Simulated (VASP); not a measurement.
Band structure of Mg₃Sb₂ (a-la2o3). Level of theory: vdW-DF2, VASP's PBE PAW potentials (set 64) (plane waves; VASP).

Unless said otherwise, spin-orbit coupling is left out, though it shifts the bands of the heavy elements here.

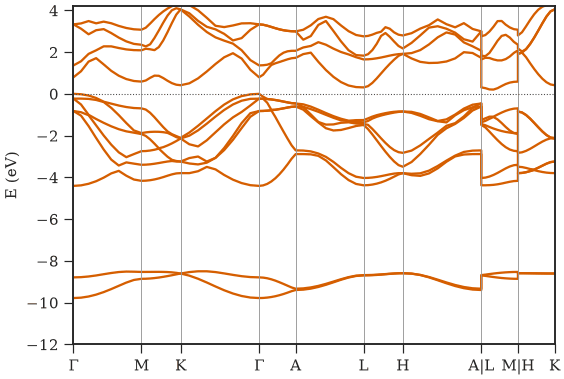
Figure. Bands along high-symmetry lines, zero at the valence-band maximum or, without a gap, the Fermi level

### Question
Read the plot: is there a gap, and where are the band edges?

### Answer
The gap is indirect, 0.21 eV, from the valence maximum at Γ to the conduction minimum at L-M at 0.33. (Edges off the drawn lines would not show.)

The compound is Mg3Sb2 in the a-la2o3 structure. It was relaxed first, which changed the volume by +9 %.
